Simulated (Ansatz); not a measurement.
Base system: C in the diamond structure (space group Fd-3m, No. 227; a = 3.5716 Å).

The change: an isotropic linear strain of −2.50 %, atoms relaxed at fixed cell.

Method: PBE/PAW in Ansatz (a quantum-chemistry and plane-wave program), no SOC.

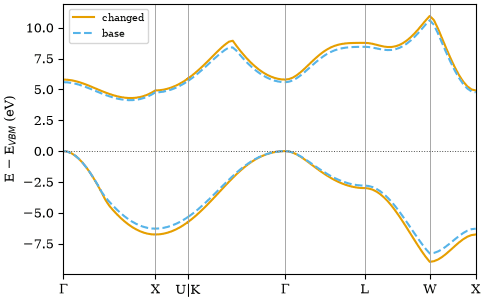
Figure: Highest valence and lowest conduction band along the path, each from its own valence-band maximum

**Question.** From the figure, how large is the changed gap, and is it direct?

**Answer.** About 4.3 eV, indirect, Γ → Γ–X (75 % along).

No phonon test of stability was made.
